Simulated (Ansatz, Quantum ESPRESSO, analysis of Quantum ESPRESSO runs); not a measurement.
# Reproducing a measured migration barrier: interstitial H in fcc Al, hop from a tetrahedral to the next octahedral site (Quantum ESPRESSO)

Subject: interstitial H in fcc Al, hop from a tetrahedral to the next octahedral site. Wanted: its migration barrier, in one set-up (PBE, PseudoDojo 0.4.1 SR PBE standard, 32-site cell, PBE lattice, k: 3x3x3, start relaxed with Ansatz). The model is a cell of 32 host atoms with 1 H put in. The barrier is the energy of the highest image of a climbing band over the relaxed site that the atom leaves. Other potentials or another program check that the number doesn't hang on one set of files.

**The experiment.** Migration barrier: 0.452 eV, by diffusion measurements (T > 250 K); average of cited values (quoted in “Explainable Machine Learning for Hydrogen Diffusion in Metals and Random Binary Alloys”, 2023, G. M. Lu et al., quoting earlier work (1981)).

Calculated with Quantum ESPRESSO 7.5; Quantum ESPRESSO plane-wave DFT, PBE, PseudoDojo 0.4.1 SR PBE standard potentials; relaxation of all atoms of a defect supercell.

## 1. The structure

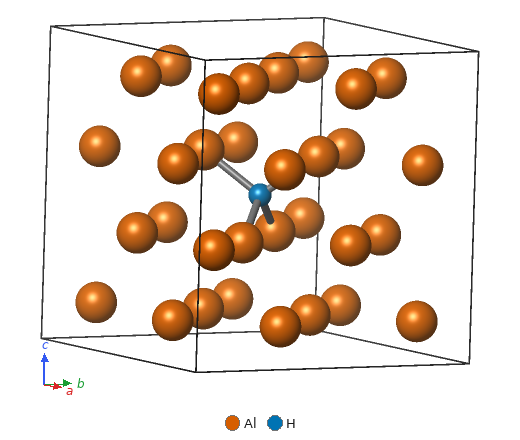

The starting structure, seen slightly off an axis (aluminium orange, hydrogen blue).

The cell holds 33 atoms: 32 Al and 1 H. Cell: a = 8.072 Å, b = 8.072 Å, c = 8.072 Å, α = 90.0°, β = 90.0°, γ = 90.0°. It derives from Al (space group Fm-3m). Nearest the centre at fractional (0.375, 0.375, 0.375): H33 at 0.00 Å, Al29 at 1.88 Å, Al11 at 1.88 Å, Al8 at 1.88 Å, Al18 at 1.88 Å, Al13 at 3.34 Å, Al4 at 3.34 Å, Al15 at 3.34 Å.

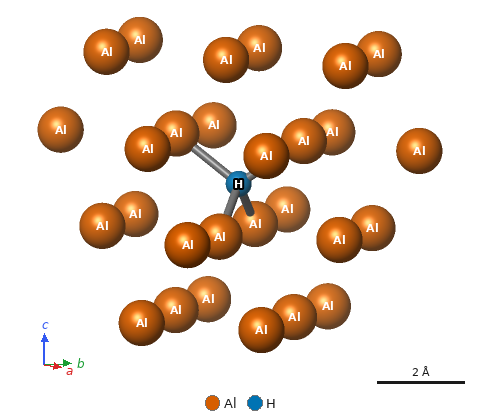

The atoms within 5 Å of the centre.

The host's primitive cell comes from a first run (Quantum ESPRESSO plane-wave DFT, PBE, PseudoDojo 0.4.1 SR PBE standard potentials; relaxation of cell and atoms of a defect-free cell): vectors of 2.854, 2.854 and 2.854 Å. That is 16.44 Å³ an atom, 1.0 % under the diffraction cell's volume. The supercell is built on it.

This program's steps are dear, so the start below was first relaxed with Ansatz (plane-wave PAW DFT, PBE; 17 s).

## 2. Relaxation, charge 0

A barrier counts from a true minimum, so both ends of the jump are relaxed first.

Input file pw.in:

```
&CONTROL
  calculation = 'relax'
  prefix = 'pwscf'
  outdir = './tmp'
  pseudo_dir = './pseudo'
  tprnfor = .true.
  disk_io = 'low'
  nstep = 70
  forc_conv_thr = 0.00078
  etot_conv_thr = 0.0001
/
&SYSTEM
  ibrav = 0
  nat = 33
  ntyp = 2
  ecutwfc = 72
  nbnd = 63
  occupations = 'smearing'
  smearing = 'mv'
  degauss = 0.00734986
/
&ELECTRONS
  conv_thr = 3d-08
  electron_maxstep = 100
  mixing_beta = 0.5
/
&IONS
  ion_dynamics = 'bfgs'
/
ATOMIC_SPECIES
Al    26.9815 Al.upf
H      1.0080 H.upf
CELL_PARAMETERS angstrom
   8.0724432688    0.0000000000    0.0000000000
   0.0000000000    8.0724432688    0.0000000000
   0.0000000000    0.0000000000    8.0724432688
ATOMIC_POSITIONS crystal
Al     0.0004603290    0.0004603290    0.0004603290
Al     0.0009132389    0.2505057178    0.2505057178
Al     0.2505057178    0.0009132389    0.2505057178
Al     0.2505057178    0.2505057178    0.0009132389
Al    -0.0021767983   -0.0021767983    0.5003870506
Al    -0.0021767983    0.2496129494    0.7521767983
Al     0.2496129494   -0.0021767983    0.7521767983
Al     0.2408671667    0.2408671667    0.5091328333
Al    -0.0021767983    0.5003870506   -0.0021767983
Al    -0.0021767983    0.7521767983    0.2496129494
Al     0.2408671667    0.5091328333    0.2408671667
Al     0.2496129494    0.7521767983   -0.0021767983
Al     0.0009132389    0.4994942822    0.4994942822
Al     0.0004603290    0.7495396710    0.7495396710
Al     0.2505057178    0.4994942822    0.7490867611
Al     0.2505057178    0.7490867611    0.4994942822
Al     0.5003870506   -0.0021767983   -0.0021767983
Al     0.5091328333    0.2408671667    0.2408671667
Al     0.7521767983   -0.0021767983    0.2496129494
Al     0.7521767983    0.2496129494   -0.0021767983
Al     0.4994942822    0.0009132389    0.4994942822
Al     0.4994942822    0.2505057178    0.7490867611
Al     0.7495396710    0.0004603290    0.7495396710
Al     0.7490867611    0.2505057178    0.4994942822
Al     0.4994942822    0.4994942822    0.0009132389
Al     0.4994942822    0.7490867611    0.2505057178
Al     0.7490867611    0.4994942822    0.2505057178
Al     0.7495396710    0.7495396710    0.0004603290
Al     0.5091328333    0.5091328333    0.5091328333
Al     0.5003870506    0.7521767983    0.7521767983
Al     0.7521767983    0.5003870506    0.7521767983
Al     0.7521767983    0.7521767983    0.5003870506
H      0.3750000000    0.3750000000    0.3750000000
K_POINTS automatic
3 3 3 0 0 0
```

On the command line:

```sh
> OMP_NUM_THREADS=1 mpirun -n 4 pw.x -nk 4 -in pw.in > pw.out
```

Output:

```text
This program is part of the open-source Quantum ESPRESSO suite
     for quantum simulation of materials; please cite
         "P. Giannozzi et al., J. Phys.:Condens. Matter 21 395502 (2009);
         "P. Giannozzi et al., J. Phys.:Condens. Matter 29 465901 (2017);
         "P. Giannozzi et al., J. Chem. Phys. 152 154105 (2020);
          URL
     in publications or presentations arising from this work. More details at

     Message from routine setup:
     using ibrav=0 with symmetry is DISCOURAGED, use correct ibrav instead

     K-points division:     npool     =       4
     Subspace diagonalization in iterative solution of the eigenvalue problem:
     a serial algorithm will be used

     G-vector sticks info
     --------------------
     sticks:   dense  smooth     PW     G-vecs:    dense   smooth      PW
     Sum        5345    5345   1405               292835   292835   39607

     Using Slab Decomposition

     bravais-lattice index     =            0
     lattice parameter (alat)  =      15.2547  a.u.
     unit-cell volume          =    3549.8631 (a.u.)^3
     number of atoms/cell      =           33
     number of atomic types    =            2
     number of electrons       =        97.00
     number of Kohn-Sham states=           63
     kinetic-energy cutoff     =      72.0000  Ry
     charge density cutoff     =     288.0000  Ry
     scf convergence threshold =      3.0E-08
     mixing beta               =       0.5000
     number of iterations used =            8  plain     mixing
     energy convergence thresh.=      1.0E-04
     force convergence thresh. =      7.8E-04
     Exchange-correlation= PBE
                           (   1   4   3   4   0   0   0)
     nstep                     =           70

     celldm(1)=  15.254707  celldm(2)=   0.000000  celldm(3)=   0.000000
     celldm(4)=   0.000000  celldm(5)=   0.000000  celldm(6)=   0.000000

     crystal axes: (cart. coord. in units of alat)
               a(1) = (   1.000000   0.000000   0.000000 )
               a(2) = (   0.000000   1.000000   0.000000 )
               a(3) = (   0.000000   0.000000   1.000000 )

     reciprocal axes: (cart. coord. in units 2 pi/alat)
               b(1) = (  1.000000  0.000000  0.000000 )
               b(2) = (  0.000000  1.000000  0.000000 )
               b(3) = (  0.000000  0.000000  1.000000 )

     PseudoPot. # 1 for Al read from file:
     Al.upf
     Pseudo is Norm-conserving + core correction, Zval =  3.0
     Generated using ONCVPSP code by D. R. Hamann
     Using radial grid of 1876 points,  6 beta functions with:
                l(1) =   0
                l(2) =   0
                l(3) =   1
                l(4) =   1
                l(5) =   2
                l(6) =   2

     PseudoPot. # 2 for H  read from file:
     H.upf
     Pseudo is Norm-conserving, Zval =  1.0
     Generated using ONCVPSP code by D. R. Hamann
     Using radial grid of 1166 points,  3 beta functions with:
                l(1) =   0
                l(2) =   0
                l(3) =   1

     atomic species   valence    mass     pseudopotential
     Al                3.00    26.98150     Al( 1.00)
     H                 1.00     1.00800     H ( 1.00)

     24 Sym. Ops. (no inversion) found (18 have fractional translation)

   Cartesian axes

     site n.     atom                  positions (alat units)
         1        Al     tau(   1) = (   0.0004603   0.0004603   0.0004603  )
         2        Al     tau(   2) = (   0.0009132   0.2505057   0.2505057  )
         3        Al     tau(   3) = (   0.2505057   0.0009132   0.2505057  )
         4        Al     tau(   4) = (   0.2505057   0.2505057   0.0009132  )
         5        Al     tau(   5) = (  -0.0021768  -0.0021768   0.5003871  )
         6        Al     tau(   6) = (  -0.0021768   0.2496129   0.7521768  )
         7        Al     tau(   7) = (   0.2496129  -0.0021768   0.7521768  )
         8        Al     tau(   8) = (   0.2408672   0.2408672   0.5091328  )
         9        Al     tau(   9) = (  -0.0021768   0.5003871  -0.0021768  )
        10        Al     tau(  10) = (  -0.0021768   0.7521768   0.2496129  )
        11        Al     tau(  11) = (   0.2408672   0.5091328   0.2408672  )
        12        Al     tau(  12) = (   0.2496129   0.7521768  -0.0021768  )
        13        Al     tau(  13) = (   0.0009132   0.4994943   0.4994943  )
        14        Al     tau(  14) = (   0.0004603   0.7495397   0.7495397  )
        15        Al     tau(  15) = (   0.2505057   0.4994943   0.7490868  )
        16        Al     tau(  16) = (   0.2505057   0.7490868   0.4994943  )
[...]
25        Al     tau(  25) = (   0.4994943   0.4994943   0.0009132  )
        26        Al     tau(  26) = (   0.4994943   0.7490868   0.2505057  )
        27        Al     tau(  27) = (   0.7490868   0.4994943   0.2505057  )
        28        Al     tau(  28) = (   0.7495397   0.7495397   0.0004603  )
        29        Al     tau(  29) = (   0.5091328   0.5091328   0.5091328  )
        30        Al     tau(  30) = (   0.5003871   0.7521768   0.7521768  )
        31        Al     tau(  31) = (   0.7521768   0.5003871   0.7521768  )
        32        Al     tau(  32) = (   0.7521768   0.7521768   0.5003871  )
        33        H      tau(  33) = (   0.3750000   0.3750000   0.3750000  )

     number of k points=     4  Marzari-Vanderbilt smearing, width (Ry)=  0.0073
                       cart. coord. in units 2pi/alat
        k(    1) = (   0.0000000   0.0000000   0.0000000), wk =   0.0740741
        k(    2) = (   0.0000000   0.0000000   0.3333333), wk =   0.4444444
        k(    3) = (   0.0000000   0.3333333   0.3333333), wk =   0.8888889
        k(    4) = (   0.3333333   0.3333333   0.3333333), wk =   0.5925926

     Dense  grid:   292835 G-vectors     FFT dimensions: (  96,  96,  96)

     Initial potential from superposition of free atoms

     starting charge      96.9217, renormalised to      97.0000
     Starting wfcs are  129 randomized atomic wfcs

     Self-consistent Calculation

     iteration #  1     ecut=    72.00 Ry     beta= 0.50
     Davidson diagonalization with overlap
     ethr =  1.00E-02,  avg # of iterations =  3.8

     Threshold (ethr) on eigenvalues was too large:
     Diagonalizing with lowered threshold

     Davidson diagonalization with overlap
     ethr =  2.11E-04,  avg # of iterations =  4.8

     total energy              =    -149.49955203 Ry
     estimated scf accuracy    <       0.21481685 Ry

     iteration #  2     ecut=    72.00 Ry     beta= 0.50
     Davidson diagonalization with overlap
[...]
ethr =  1.57E-07,  avg # of iterations =  5.0

     total energy              =    -149.49658422 Ry
     estimated scf accuracy    <       0.00002031 Ry

     iteration #  7     ecut=    72.00 Ry     beta= 0.50
     Davidson diagonalization with overlap
     ethr =  2.09E-08,  avg # of iterations =  3.0

     total energy              =    -149.49658959 Ry
     estimated scf accuracy    <       0.00000093 Ry

     iteration #  8     ecut=    72.00 Ry     beta= 0.50
     Davidson diagonalization with overlap
     ethr =  9.61E-10,  avg # of iterations =  7.8

     total energy              =    -149.49659022 Ry
     estimated scf accuracy    <       0.00000008 Ry

     iteration #  9     ecut=    72.00 Ry     beta= 0.50
     Davidson diagonalization with overlap
     ethr =  7.97E-11,  avg # of iterations =  5.2

     End of self-consistent calculation

          k = 0.0000 0.0000 0.0000 ( 36449 PWs)   bands (ev):

    -3.3049  -1.6184  -0.9456  -0.9456  -0.9456  -0.9391  -0.9391   0.4238
     1.2337   1.2337   1.2337   1.2569   1.2569   1.3033   1.3033   1.3033
     1.3052   1.3052   1.3052   2.8999   3.3707   3.3707   3.3707   3.4388
     3.6028   3.6028   3.6028   4.6923   5.0602   5.0602   6.1568   6.3661
     6.3661   6.3661   7.0617   7.0617   7.0876   7.0876   7.0876   7.1166
     7.1166   7.1166   7.1642   7.1642   7.1885   8.0895   8.0895   8.0895
     8.1675   8.1675   8.1675   8.6345   9.0576   9.0577   9.0577   9.1141
     9.1141   9.1148   9.1601   9.1604   9.1605   9.2217   9.2219

          k = 0.0000 0.0000 0.3333 ( 36621 PWs)   bands (ev):

    -3.0676  -2.3102  -1.2454  -0.6982  -0.6982  -0.6916  -0.2034   0.0466
     0.0466   0.0528   0.6730   1.1785   1.4994   1.5380   1.5380   1.9727
     2.2282   2.2683   2.2683   2.7396   2.9743   2.9743   2.9783   2.9793
     4.4082   5.0998   5.0998   5.1032   5.1214   5.1411   5.1738   5.1738
     5.2506   5.2958   5.7986   5.9883   6.6080   6.6080   6.7845   7.2346
     7.2510   7.2510   7.3174   7.3174   7.3217   7.3576   7.3611   7.3611
     7.8721   8.0335   8.0335   8.0557   8.6144   8.7255   8.7950   8.7950
     8.8185   8.8476   8.8684   9.5163   9.5412   9.5412   9.5981

          k = 0.0000 0.3333 0.3333 ( 36659 PWs)   bands (ev):

    -2.8373  -2.1690  -1.9391  -1.3195  -0.7000  -0.4486  -0.0529   0.2815
     0.2860   0.3071   0.7906   1.0085   1.0310   1.0432   1.6138   1.7799
[...]
8.3568   8.4806   8.8533   8.9105   8.9130   8.9320   8.9544   8.9647
     9.0797   9.1272   9.5389   9.6530   9.6874   9.6932  10.6336

          k = 0.3333 0.3333 0.3333 ( 36582 PWs)   bands (ev):

    -2.6183  -2.0254  -1.6896  -1.6896  -1.1566  -0.9412  -0.9412  -0.2808
     0.7668   1.2734   1.2734   1.6064   1.9760   1.9760   2.0275   2.0275
     2.0328   2.5193   2.7513   2.7513   3.2031   3.4565   3.4565   3.8222
     4.1245   4.1245   4.1777   4.1777   4.1842   4.6313   4.7525   4.7525
     4.9319   5.0347   5.0347   5.4865   5.6458   5.6458   6.6484   6.9832
     6.9832   7.0216   7.0418   7.0418   7.5154   7.6983   7.6983   7.7359
     7.7524   7.7524   8.4190   8.8231   9.0091   9.0091   9.3275   9.4937
     9.4937   9.6888   9.7982   9.7982   9.9779  10.0378  10.0379

     the Fermi energy is     7.8149 ev

!    total energy              =    -149.49659024 Ry
     estimated scf accuracy    <       0.00000001 Ry
     smearing contrib. (-TS)   =       0.00282766 Ry
     internal energy E=F+TS    =    -149.49941790 Ry

     The total energy is F=E-TS. E is the sum of the following terms:
     one-electron contribution =      94.48946024 Ry
     hartree contribution      =       0.52914410 Ry
     xc contribution           =     -70.23346248 Ry
     ewald contribution        =    -174.28455976 Ry

     convergence has been achieved in   9 iterations

     Forces acting on atoms (cartesian axes, Ry/au):

     atom    1 type  1   force =    -0.00006297   -0.00006297   -0.00006297
     atom    2 type  1   force =     0.00000099   -0.00020334   -0.00020334
     atom    3 type  1   force =    -0.00020334    0.00000099   -0.00020334
     atom    4 type  1   force =    -0.00020334   -0.00020334    0.00000099
     atom    5 type  1   force =     0.00012768    0.00012768    0.00036585
     atom    6 type  1   force =     0.00012768   -0.00036585   -0.00012768
     atom    7 type  1   force =    -0.00036585    0.00012768   -0.00012768
     atom    8 type  1   force =     0.00021267    0.00021267   -0.00021267
     atom    9 type  1   force =     0.00012768    0.00036585    0.00012768
     atom   10 type  1   force =     0.00012768   -0.00012768   -0.00036585
     atom   11 type  1   force =     0.00021267   -0.00021267    0.00021267
     atom   12 type  1   force =    -0.00036585   -0.00012768    0.00012768
     atom   13 type  1   force =     0.00000099    0.00020334    0.00020334
     atom   14 type  1   force =    -0.00006297    0.00006297    0.00006297
     atom   15 type  1   force =    -0.00020334    0.00020334   -0.00000099
     atom   16 type  1   force =    -0.00020334   -0.00000099    0.00020334
[...]
atom   26 type  1   force =     0.00020334   -0.00000099   -0.00020334
     atom   27 type  1   force =    -0.00000099    0.00020334   -0.00020334
     atom   28 type  1   force =     0.00006297    0.00006297   -0.00006297
     atom   29 type  1   force =    -0.00021267   -0.00021267   -0.00021267
     atom   30 type  1   force =     0.00036585   -0.00012768   -0.00012768
     atom   31 type  1   force =    -0.00012768    0.00036585   -0.00012768
     atom   32 type  1   force =    -0.00012768   -0.00012768    0.00036585
     atom   33 type  2   force =     0.00000000    0.00000000    0.00000000

     Total force =     0.001892     Total SCF correction =     0.000120

     BFGS Geometry Optimization
     Energy error            =      3.6E-06 Ry
     Gradient error          =      3.7E-04 Ry/Bohr

     bfgs converged in   1 scf cycles and   0 bfgs steps
     (criteria: energy <  1.0E-04 Ry, force <  7.8E-04 Ry/Bohr)

     End of BFGS Geometry Optimization

     Final energy             =    -149.4965902422 Ry
Begin final coordinates

ATOMIC_POSITIONS (crystal)
Al               0.0004603290        0.0004603290        0.0004603290
Al               0.0009132389        0.2505057178        0.2505057178
Al               0.2505057178        0.0009132389        0.2505057178
Al               0.2505057178        0.2505057178        0.0009132389
Al              -0.0021767983       -0.0021767983        0.5003870506
Al              -0.0021767983        0.2496129494        0.7521767983
Al               0.2496129494       -0.0021767983        0.7521767983
Al               0.2408671667        0.2408671667        0.5091328333
Al              -0.0021767983        0.5003870506       -0.0021767983
Al              -0.0021767983        0.7521767983        0.2496129494
Al               0.2408671667        0.5091328333        0.2408671667
Al               0.2496129494        0.7521767983       -0.0021767983
Al               0.0009132389        0.4994942822        0.4994942822
Al               0.0004603290        0.7495396710        0.7495396710
Al               0.2505057178        0.4994942822        0.7490867611
Al               0.2505057178        0.7490867611        0.4994942822
[...]
Al               0.4994942822        0.7490867611        0.2505057178
Al               0.7490867611        0.4994942822        0.2505057178
Al               0.7495396710        0.7495396710        0.0004603290
Al               0.5091328333        0.5091328333        0.5091328333
Al               0.5003870506        0.7521767983        0.7521767983
Al               0.7521767983        0.5003870506        0.7521767983
Al               0.7521767983        0.7521767983        0.5003870506
H                0.3750000000        0.3750000000        0.3750000000
End final coordinates

=------------------------------------------------------------------------------=
   JOB DONE.
=------------------------------------------------------------------------------=
```

Wall time 2.8 min (4 MPI ranks of Arm Neoverse N1, shared host); peak memory 3.3 GiB; 11 min of CPU time.

No atom moved by 0.005 Å in the relaxation.

Neighbours of H33 at the end:

```
atom  distance (Å)
Al29         1.875
Al18         1.875
 Al8         1.875
Al11         1.875
Al22         3.338
Al16         3.338
Al24         3.338
Al27         3.338
Al26         3.338
Al15         3.338
Al21         3.338
Al13         3.338
 Al2         3.338
 Al4         3.338
Al25         3.338
 Al3         3.338
```

(Continued in part 2 of 3.)

[Logs are printed without paths, hosts, clocks, repeated set-up lines and the standing remarks that a program may print on its own settings, such as how far it seeks lower states.]

[Hosts, paths, dates, database ids (printed as entryN), source tags and the programs' standing remarks are cut or masked in the printed files.]

[For some hosts the program warned that the k-mesh of the response run may be too coarse for force constants and the static dielectric constant; such warnings are not shown here.]
